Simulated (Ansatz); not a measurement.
A computed series for HfN: pressure series

The reference is HfN in the rock salt structure (space group Fm-3m, No. 225; a = 4.5259 Å).

Cell and atoms are relaxed at each pressure.

Computed with DFT with r2SCAN, PAW potentials and a 500 eV plane-wave cutoff in Ansatz (a first-principles code), without spin-orbit coupling, earlier PAW set.

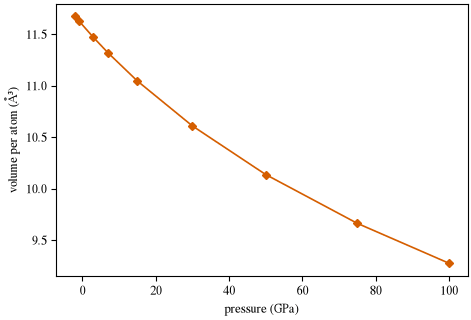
Volume against pressure

Q: Estimate the zero-pressure bulk modulus from the plot.

A: About 280 GPa; a third-order Birch–Murnaghan fit to the points gives V₀ = 11.59 Å³/atom, B₀ = 283 GPa and B₀′ = 4.1.

Load acts through the strain it causes; cell and atoms are relaxed under it. Whether these cells are dynamically stable was not tested. Competing high-pressure phases were not computed. The final runs are not spin-polarised. An odd electron count without spin: HfN.
